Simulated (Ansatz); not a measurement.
# C2H5GeN (SMILES C1=[N][GeH2][CH2]1) at 6 levels

We compute a comparison of 6 runs (B2PLYP/def2-SVP, BHLYP/def2-SVP, BLYP/def2-SVP, CAM-B3LYP/def2-SVP, PBE-QIDH/def2-SVP, PBE/def2-SVP) of C2H5GeN. 

The results are computed with Ansatz 0.2.0.

82 further runs of the same task are left out: 82 set aside as unsound or not needed.

### 1 The system as given

C2H5GeN has 9 atoms, charge 0, and is taken as a singlet. As SMILES, `C1=[N][GeH2][CH2]1`. The C1–H5 distance was set to 1.647 Å, away from the relaxed value. At this shape a bond of the SMILES string is far longer than usual.

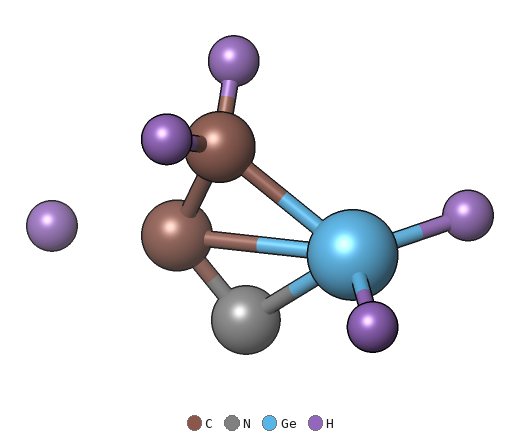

Viewed from a chosen angle; carbon brown, nitrogen grey, germanium blue, hydrogen purple.

### 2 The energy at B2PLYP/def2-SVP (run 1)

The input, job.yaml:

```yaml
basis:
  gaussian:
    orbitals: def2-SVP
crystal:
  periodic: [false, false, false]
  atoms:
    - {symbol: C, position_ang: [0.057617, -0.284782, -0.660921]}
    - {symbol: N, position_ang: [1.280317, 0.082418, -0.727321]}
    - {symbol: Ge, position_ang: [1.148317, 0.825518, 1.027179]}
    - {symbol: C, position_ang: [-0.640983, 0.067818, 0.632679]}
    - {symbol: H, position_ang: [-0.675600, -1.079500, -1.903400]}
    - {symbol: H, position_ang: [1.300917, 2.354018, 1.098279]}
    - {symbol: H, position_ang: [2.020417, 0.137918, 2.090879]}
    - {symbol: H, position_ang: [-1.476083, 0.762318, 0.521179]}
    - {symbol: H, position_ang: [-0.971183, -0.792782, 1.217879]}
hamiltonian:
  xc: {name: B2PLYP}
correlation:
  frozen_orbitals: {C: 1, Ge: 9, H: 0, "N": 1}
accuracy: high
output: {orbitals: {seedname: orbitals}}
```

On the command line:

```
$ ansatz run job.yaml --threads 1 --pin off --max-ram 3480MiB --events-out events.jsonl --progress --plain --runs-dir runs
```

Output:

```text
Warning: RAYON_NUM_THREADS=1 ignored (pool sized by the plan → 1); use --threads N
Functional definition: B2PLYP
  name "B2PLYP"
  parameter a = 0.53
  parameter c = 0.27
  exchange = (1 - a)*b88_x + a*exact_x
  correlation = (1 - c)*lyp_c + c*(mp2_os + mp2_ss)
2269 factors; integrals over basis functions are off by at most 4.6e-9 eV
mean field evaluation 1: about -60125.4105 eV, gradient 4.5e1 eV
mean field evaluation 2: about -60125.4737 eV, gradient 4.4e1 eV
mean field evaluation 4: about -60130.0582 eV, gradient 6.6e0 eV
mean field evaluation 8: about -60130.1671 eV, gradient 5.0e-1 eV
mean field evaluation 16: about -60130.1681 eV, gradient 7.1e-5 eV
mean field -60130.16806829 eV, -2209.7429188178 hartree, gradient 2.4e-8 eV, S^2 0.000000; 0 other end points of the search recorded, 0 dependent functions left out
12 core orbitals not correlated: weight in the atoms' cores, before any rotation towards them, 1.000 or more for the frozen orbitals, at most 0.000 for the correlated occupied ones
reference -60130.16809428 eV, -2209.7429197731 hartree; 16, 16 occupied and 71, 71 virtual orbitals, 2269 factors
second order -22.65740001 eV of doubles, -0.00000000 eV of singles
Total energy: -60136.28559228 eV, -2209.9677336780 hartree
```

Run time: 6.3 s. Hardware: 1 thread of AMD EPYC 9R45 (Zen 5), shared host; peak memory 0.38 GiB.

### 3 The energy at BHLYP/def2-SVP (run 2)

The input, job.yaml:

```yaml
crystal:
  periodic: [false, false, false]
  atoms:
    - {symbol: C, position_ang: [0.057617, -0.284782, -0.660921]}
    - {symbol: "N", position_ang: [1.280317, 0.082418, -0.727321]}
    - {symbol: Ge, position_ang: [1.148317, 0.825518, 1.027179]}
    - {symbol: C, position_ang: [-0.640983, 0.067818, 0.632679]}
    - {symbol: H, position_ang: [-0.675600, -1.079500, -1.903400]}
    - {symbol: H, position_ang: [1.300917, 2.354018, 1.098279]}
    - {symbol: H, position_ang: [2.020417, 0.137918, 2.090879]}
    - {symbol: H, position_ang: [-1.476083, 0.762318, 0.521179]}
    - {symbol: H, position_ang: [-0.971183, -0.792782, 1.217879]}
basis:
  gaussian: {orbitals: def2-SVP}
accuracy: high
output: {orbitals: {seedname: orbitals}}
hamiltonian: {xc: {name: BHLYP}}
```

On the command line:

```
$ ansatz run job.yaml --threads 1 --pin off --max-ram 3480MiB --events-out events.jsonl --progress --plain --runs-dir runs
```

Output:

```text
Warning: RAYON_NUM_THREADS=1 ignored (pool sized by the plan → 1); use --threads N
Functional definition: BHLYP
  name "BHLYP"
  parameter a = 0.5
  exchange = (1 - a)*b88_x + a*exact_x
  correlation = lyp_c
2269 factors; integrals over basis functions are off by at most 4.6e-9 eV
mean field evaluation 1: about -60142.0363 eV, gradient 4.6e1 eV
mean field evaluation 2: about -60140.0068 eV, gradient 5.5e1 eV
mean field evaluation 4: about -60147.0310 eV, gradient 3.8e0 eV
mean field evaluation 8: about -60147.4192 eV, gradient 3.6e-1 eV
mean field evaluation 16: about -60147.4195 eV, gradient 1.6e-4 eV
mean field -60147.41953056 eV, -2210.3768983628 hartree, gradient 3.9e-8 eV, S^2 0.000000; 0 other end points of the search recorded, 0 dependent functions left out
reference -60147.41955830 eV, -2210.3768993824 hartree; 28, 28 occupied and 71, 71 virtual orbitals, 2269 factors
Total energy: -60147.41955830 eV, -2210.3768993824 hartree
```

Wall time 5.1 s (1 thread of AMD EPYC 9R45 (Zen 5), shared host); peak memory 0.38 GiB.

Run 3 isn't shown in full; the table further down has it.

### 4 A single-point energy at CAM-B3LYP/def2-SVP (run 4)

The input, run.yaml:

```yaml
crystal:
  periodic: [false, false, false]
  atoms:
    - {symbol: C, position_ang: [0.057617, -0.284782, -0.660921]}
    - {symbol: "N", position_ang: [1.280317, 0.082418, -0.727321]}
    - {symbol: Ge, position_ang: [1.148317, 0.825518, 1.027179]}
    - {symbol: C, position_ang: [-0.640983, 0.067818, 0.632679]}
    - {symbol: H, position_ang: [-0.675600, -1.079500, -1.903400]}
    - {symbol: H, position_ang: [1.300917, 2.354018, 1.098279]}
    - {symbol: H, position_ang: [2.020417, 0.137918, 2.090879]}
    - {symbol: H, position_ang: [-1.476083, 0.762318, 0.521179]}
    - {symbol: H, position_ang: [-0.971183, -0.792782, 1.217879]}
basis:
  gaussian:
    orbitals: def2-SVP
output:
  orbitals: {seedname: orbitals}
hamiltonian:
  xc: {name: CAM-B3LYP}
accuracy: high
```

On the command line:

```
$ ansatz run run.yaml --threads 1 --pin off --max-ram 3480MiB --events-out events.jsonl --progress --plain --runs-dir runs
```

Output:

```text
Warning: RAYON_NUM_THREADS=1 ignored (pool sized by the plan → 1); use --threads N
Functional definition: CAM-B3LYP
  name "CAM-B3LYP"
  parameter alpha = 0.19
  parameter beta = 0.46
  parameter omega = 0.33/bohr
  parameter ac = 0.81
  exchange = (1 - alpha - beta)*b88_x + beta*b88_x_sr(omega) + alpha*exact_x + beta*exact_x_lr(omega)
  correlation = (1 - ac)*vwn5_c + ac*lyp_c
2269 factors; integrals over basis functions are off by at most 4.6e-9 eV
412 factors; integrals over basis functions are off by at most 2.5e-9 eV
mean field evaluation 1: about -60145.6600 eV, gradient 5.2e1 eV
mean field evaluation 2: about -60141.9698 eV, gradient 6.6e1 eV
mean field evaluation 4: about -60151.5482 eV, gradient 4.1e0 eV
mean field evaluation 8: about -60151.7185 eV, gradient 2.9e-1 eV
mean field evaluation 16: about -60151.7187 eV, gradient 1.1e-4 eV
mean field -60151.71870670 eV, -2210.5348901717 hartree, gradient 2.5e-8 eV, S^2 0.000000; 0 other end points of the search recorded, 0 dependent functions left out
reference -60151.71872659 eV, -2210.5348909030 hartree; 28, 28 occupied and 71, 71 virtual orbitals, 2269 factors
Total energy: -60151.71872659 eV, -2210.5348909030 hartree
```

It took 4.8 s on 1 thread of AMD EPYC 9R45 (Zen 5), shared host; peak memory 0.43 GiB.

Run 5 isn't shown in full; the table further down has it.

### 5 A single-point energy at PBE/def2-SVP (run 6)

The input, molecule.yaml:

```yaml
crystal:
  periodic: [false, false, false]
  atoms:
    - {symbol: C, position_ang: [0.057617, -0.284782, -0.660921]}
    - {symbol: "N", position_ang: [1.280317, 0.082418, -0.727321]}
    - {symbol: Ge, position_ang: [1.148317, 0.825518, 1.027179]}
    - {symbol: C, position_ang: [-0.640983, 0.067818, 0.632679]}
    - {symbol: H, position_ang: [-0.675600, -1.079500, -1.903400]}
    - {symbol: H, position_ang: [1.300917, 2.354018, 1.098279]}
    - {symbol: H, position_ang: [2.020417, 0.137918, 2.090879]}
    - {symbol: H, position_ang: [-1.476083, 0.762318, 0.521179]}
    - {symbol: H, position_ang: [-0.971183, -0.792782, 1.217879]}
basis:
  gaussian:
    orbitals: def2-SVP
output:
  orbitals: {seedname: orbitals}
hamiltonian:
  xc: {name: PBE}
accuracy: high
```

On the command line:

```
$ ansatz run molecule.yaml --threads 1 --pin off --max-ram 3480MiB --events-out events.jsonl --progress --plain --runs-dir runs
```

Output:

```text
Warning: RAYON_NUM_THREADS=1 ignored (pool sized by the plan → 1); use --threads N
Functional definition: PBE
  name "PBE"
  parameter kappa = 0.804
  parameter beta = 0.06672455060314922
  exchange = pbe_x(kappa = kappa, mu = beta*pi^2/3)
  correlation = pbe_c(beta = beta)
2269 factors; integrals over basis functions are off by at most 4.6e-9 eV
mean field evaluation 1: about -60126.4436 eV, gradient 6.8e1 eV
mean field evaluation 2: about -60059.9676 eV, gradient 1.5e2 eV
mean field evaluation 4: about -60136.4346 eV, gradient 2.2e1 eV
mean field evaluation 8: about -60137.5374 eV, gradient 1.6e-1 eV
mean field evaluation 16: about -60137.5305 eV, gradient 4.0e-5 eV
mean field -60137.53050994 eV, -2210.0134835581 hartree, gradient 2.1e-8 eV, S^2 0.000000; 0 other end points of the search recorded, 0 dependent functions left out
reference -60137.53051333 eV, -2210.0134836828 hartree; 28, 28 occupied and 71, 71 virtual orbitals, 2269 factors
Total energy: -60137.53051333 eV, -2210.0134836828 hartree
```

It took 3.6 s on 1 thread of AMD EPYC 9R45 (Zen 5), shared host; peak memory 0.28 GiB.

### 6 The series

| run | level | frozen core orbitals | energy (Eh) | HOMO energy (eV) | LUMO energy (eV) | HOMO–LUMO gap (eV) | wall time |
| --- | --- | --- | --- | --- | --- | --- | --- |
| 1 | B2PLYP/def2-SVP | 12 | -2209.967734 | -8.03 | 1.13 | 9.15 | 6.3 s |
| 2 | BHLYP/def2-SVP | – | -2210.376899 | -8.09 | 0.82 | 8.90 | 5.1 s |
| 3 | BLYP/def2-SVP | – | -2210.493100 | -5.49 | -1.16 | 4.33 | 3.6 s |
| 4 | CAM-B3LYP/def2-SVP | – | -2210.534891 | -8.20 | 0.93 | 9.13 | 4.8 s |
| 5 | PBE-QIDH/def2-SVP | 12 | -2209.672639 | -8.92 | 1.70 | 10.62 | 6.6 s |
| 6 | PBE/def2-SVP | – | -2210.013484 | -5.63 | -1.33 | 4.30 | 3.6 s |

### 7 Results

| quantity | value |
| --- | --- |
| run 6: total energy | -2210.01348 Eh |
| run 6: HOMO energy | -5.63 eV |
| run 6: LUMO energy | -1.33 eV |
| run 6: HOMO–LUMO gap | 4.30 eV |

In words: The HOMO–LUMO gap runs from 4.30 eV (PBE/def2-SVP) to 10.62 eV (PBE-QIDH/def2-SVP). A double hybrid's value is that of its SCF part. Totals of different functionals can't be ranked against each other. All runs together took 30 s, the longest 6.6 s.
